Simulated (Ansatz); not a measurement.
Input

```
crystal:
  periodic: [false, false, false]
  atoms:
    - { symbol: In, position_ang: [-0.754599, -0.58447, 0.371745] }
    - { symbol: O, position_ang: [1.662808, 1.496217, -0.702082] }
    - { symbol: O, position_ang: [0.370693, -2.21007, 0.255785] }
    - { symbol: O, position_ang: [-2.394114, -0.230728, -0.686145] }
    - { symbol: H, position_ang: [1.506864, 1.756995, 0.21809] }
    - { symbol: Cl, position_ang: [-0.153617, 0.987216, 2.10733] }
    - { symbol: H, position_ang: [2.456878, 0.951047, -0.645428] }
    - { symbol: H, position_ang: [0.054984, -2.811498, -0.430148] }
    - { symbol: H, position_ang: [-2.749797, 0.64509, -0.489148] }
basis:
  gaussian: { orbitals: def2-SVP }
hamiltonian:
  xc: pbe0
  dispersion: d4
relax:
  f_tol: 0.03
  max_steps: 50
output:
  orbitals: {}
```

Command:

```sh
ansatz run input.yaml --threads 2 --pin off --max-ram 3072MiB --backend cpu --events-out ev --progress --plain --runs-dir out
```

The fields are those of the run's last geometry, not of the input's.

Core potentials replace the inner electrons of In.

Method: RKS PBE0-D4/def2-SVP in Ansatz 0.2.0.

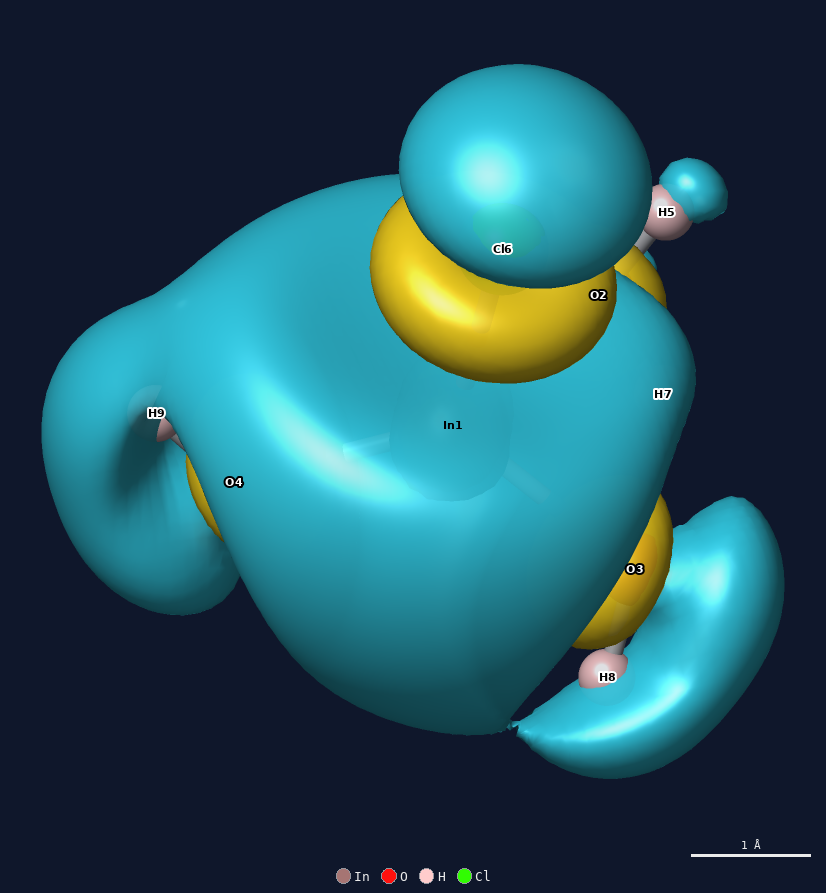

ClH$_{4}$InO$_{3}$. One frontier orbital at ±0.06 Å⁻³ᐟ² (yellow and cyan are the two phases), seen at a tilt.

Which orbital is it: HOMO or LUMO?

The LUMO, at −1.46 eV. By Hirshfeld shares it lies mainly on In1 (about 45 %), Cl6 (about 15 %), O4 (about 15 %) and O3 (about 10 %).
